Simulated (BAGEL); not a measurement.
# SiCNF2 (SMILES N#C[Si](F)F) at UHF/6-31G(d) (density fitting with qzvpp-jkfit, spherical functions)

Aim: the vertical ionisation energy of SiCNF2 at UHF/6-31G* (density fitting with qzvpp-jkfit, spherical functions), from 2 runs. 

The calculation is run with BAGEL 1.2.2.

7 further runs of the same task are left out: 5 that didn't finish, 2 set aside as unsound or not needed. Runs told in other sessions of the task aren't counted.

### Step 1. Starting point

SiCNF2 has 5 atoms, charge 0, and is taken as a doublet. SMILES: `N#C[Si](F)F`. Geometry: relaxed at PBE0-D4/def2-TZVP.

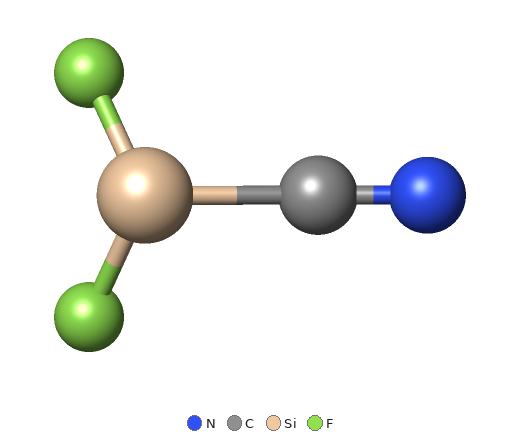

Viewed from a chosen angle; nitrogen blue, carbon grey, silicon light orange, fluorine green.

### Step 2. The energy at UHF/6-31G(d) (density fitting with qzvpp-jkfit, spherical functions)

Contents of hf.json:

```json
{ "bagel": [

{
  "title": "molecule",
  "basis": "6-31gs.json",
  "df_basis": "qzvpp-jkfit",
  "angstrom": true,
  "geometry": [
    { "atom": "N", "xyz": [    1.426100,   -1.103800,    1.364300 ] },
    { "atom": "C", "xyz": [    0.743000,   -0.566400,    0.607500 ] },
    { "atom": "Si", "xyz": [   -0.192800,    0.214100,   -0.773500 ] },
    { "atom": "F", "xyz": [   -1.655600,   -0.382400,   -0.757500 ] },
    { "atom": "F", "xyz": [   -0.270900,    1.764900,   -0.482300 ] }
  ]
},
{ "title": "uhf", "nopen": 1 },
{ "title": "print", "file": "orbitals.molden", "orbitals": true }

]}
```

The basis set 6-31G* is read from a file made from the Basis Set Exchange's data (not shown).

Launch:

```console
$ BAGEL_NUM_THREADS=1 BAGEL hf.json > hf.out
```

Output:

```text
* using 1 threads per process

  ===============================================================
  ===============================================================

  *** Geometry ***

  { "atom" : "N", "xyz" : [      2.694938,     -2.085880,      2.578153 ] },
  { "atom" : "C", "xyz" : [      1.404067,     -1.070341,      1.148009 ] },
  { "atom" : "Si", "xyz" : [     -0.364339,      0.404590,     -1.461703 ] },
  { "atom" : "F", "xyz" : [     -3.128631,     -0.722631,     -1.431468 ] },
  { "atom" : "F", "xyz" : [     -0.511927,      3.335178,     -0.911415 ] },

  Number of auxiliary basis functions:      434

  Since a DF basis is specified, we compute 2- and 3-index integrals:
    o Being stored without compression. Storage requirement is 0.019 GB

  Number of basis functions:       74
  Number of electrons      :       45

    * METHOD: MOLECULE                             0.19

  *** Open-shell HF ***

  === Nuclear Repulsion ===
   200.0261030113

      * DIIS with orbital gradients will be used.

  === UHF iteration (6-31gs.json) ===
      0       -579.80318335          0.05956282           0.11
      1       -579.95758013          0.05199396           0.11
      2       -580.01801516          0.04481868           0.11
      3       -580.18804194          0.00368850           0.11
      4       -580.18974084          0.00129708           0.11
      5       -580.19015126          0.00030461           0.11
      6       -580.19021282          0.00009347           0.11
      7       -580.19023082          0.00003895           0.11
      8       -580.19024174          0.00001644           0.11
      9       -580.19024683          0.00001277           0.11
     10       -580.19025102          0.00001053           0.11
     11       -580.19025693          0.00000810           0.11
     12       -580.19026217          0.00000661           0.11
     13       -580.19026820          0.00000492           0.11
     14       -580.19027279          0.00000345           0.12
     15       -580.19027609          0.00000245           0.11
     16       -580.19027804          0.00000199           0.11
     17       -580.19027969          0.00000177           0.12
     18       -580.19028143          0.00000155           0.12
     19       -580.19028292          0.00000146           0.11
     20       -580.19028384          0.00000143           0.11
     21       -580.19028473          0.00000141           0.13
     22       -580.19028514          0.00000141           0.12
     23       -580.19028520          0.00000141           0.11
     24       -580.19028530          0.00000141           0.11
     25       -580.19028518          0.00000141           0.11
     26       -580.19028483          0.00000140           0.11
     27       -580.19028498          0.00000141           0.11
     28       -580.19028507          0.00000138           0.11
     29       -580.19028501          0.00000132           0.12
     30       -580.19028803          0.00000084           0.12
     31       -580.19028887          0.00000047           0.11
     32       -580.19028916          0.00000020           0.12
     33       -580.19028916          0.00000010           0.12
     34       -580.19028916          0.00000006           0.11
     35       -580.19028916          0.00000005           0.11
     36       -580.19028916          0.00000003           0.10
     37       -580.19028916          0.00000002           0.10
     38       -580.19028916          0.00000001           0.10
     39       -580.19028916          0.00000001           0.11
    * SCF iteration converged.

    * S^2 (UHF) is 0.7604

    * Permanent dipole moment:
           (    0.120637,    -0.210414,     1.035042) a.u.

    * METHOD: UHF                                  4.62

    * METHOD: PRINT                                0.01

  ===============================================================
```

Run time: 5.1 s. Hardware: 1 thread of Arm Neoverse V1, shared host; peak memory 0.096 GiB.

### Step 3. The singlet cation at the same level

Contents of hf.json:

```json
{ "bagel": [

{
  "title": "molecule",
  "basis": "6-31gs.json",
  "df_basis": "qzvpp-jkfit",
  "angstrom": "true",
  "geometry": [
    { "atom": "N", "xyz": [       1.426100,      -1.103800,       1.364300 ] },
    { "atom": "C", "xyz": [       0.743000,      -0.566400,       0.607500 ] },
    { "atom": "Si", "xyz": [      -0.192800,       0.214100,      -0.773500 ] },
    { "atom": "F", "xyz": [      -1.655600,      -0.382400,      -0.757500 ] },
    { "atom": "F", "xyz": [      -0.270900,       1.764900,      -0.482300 ] }
  ]
},

{ "title": "hf", "charge": 1 },

{ "title": "print", "file": "orbitals.molden", "orbitals": "true" }

]}
```

The basis set 6-31G* is read from a file made from the Basis Set Exchange's data (not shown).

Launch:

```console
$ BAGEL_NUM_THREADS=1 BAGEL hf.json > hf.out
```

Output:

```text
* using 1 threads per process

  ===============================================================
  ===============================================================

  *** Geometry ***

  { "atom" : "N", "xyz" : [      2.694938,     -2.085880,      2.578153 ] },
  { "atom" : "C", "xyz" : [      1.404067,     -1.070341,      1.148009 ] },
  { "atom" : "Si", "xyz" : [     -0.364339,      0.404590,     -1.461703 ] },
  { "atom" : "F", "xyz" : [     -3.128631,     -0.722631,     -1.431468 ] },
  { "atom" : "F", "xyz" : [     -0.511927,      3.335178,     -0.911415 ] },

  Number of auxiliary basis functions:      434

  Since a DF basis is specified, we compute 2- and 3-index integrals:
    o Being stored without compression. Storage requirement is 0.019 GB

  Number of basis functions:       74
  Number of electrons      :       45

    * METHOD: MOLECULE                             0.19

  *** RHF ***

  === Nuclear Repulsion ===
   200.0261030113

      * DIIS with orbital gradients will be used.

  === RHF iteration (6-31gs.json) ===
      0       -579.37425311          0.03373458           0.06
      1       -579.42586448          0.03368632           0.06
      2       -579.79401875          0.00386695           0.06
      3       -579.80066828          0.00190229           0.06
      4       -579.80278599          0.00039359           0.05
      5       -579.80302180          0.00014408           0.05
      6       -579.80304786          0.00006115           0.05
      7       -579.80305318          0.00003786           0.05
      8       -579.80305574          0.00001772           0.05
      9       -579.80305628          0.00000878           0.05
     10       -579.80305640          0.00000429           0.05
     11       -579.80305643          0.00000195           0.06
     12       -579.80305643          0.00000108           0.06
     13       -579.80305643          0.00000032           0.07
     14       -579.80305643          0.00000015           0.06
     15       -579.80305643          0.00000008           0.05
     16       -579.80305643          0.00000004           0.05
     17       -579.80305643          0.00000003           0.06
     18       -579.80305643          0.00000002           0.05
     19       -579.80305643          0.00000001           0.05
    * SCF iteration converged.

    * Permanent dipole moment:
           (   -0.481775,     0.047546,     2.053158) a.u.

    * METHOD: HF                                   1.28

    * METHOD: PRINT                                0.01

  ===============================================================
```

Run time: 1.6 s. Hardware: 1 thread of Arm Neoverse V1, shared host; peak memory 0.096 GiB.

### Step 4. What came out

Level: UHF/6-31G* (density fitting with qzvpp-jkfit, spherical functions).

| quantity | value |
| --- | --- |
| doublet SiCNF2: total energy | -580.19029 Eh |
| doublet SiCNF2: dipole moment | 2.70 D |
| doublet SiCNF2: ⟨S²⟩ | 0.760 |
| singlet cation: total energy | -579.80306 Eh |
| singlet cation: HOMO energy | -19.68 eV |
| singlet cation: LUMO energy | -9.56 eV |
| singlet cation: HOMO–LUMO gap | 10.12 eV |
| vertical ionisation energy (to the singlet cation) | 10.537 eV |

In words: The vertical ionisation energy comes to 10.54 eV (243 kcal/mol).
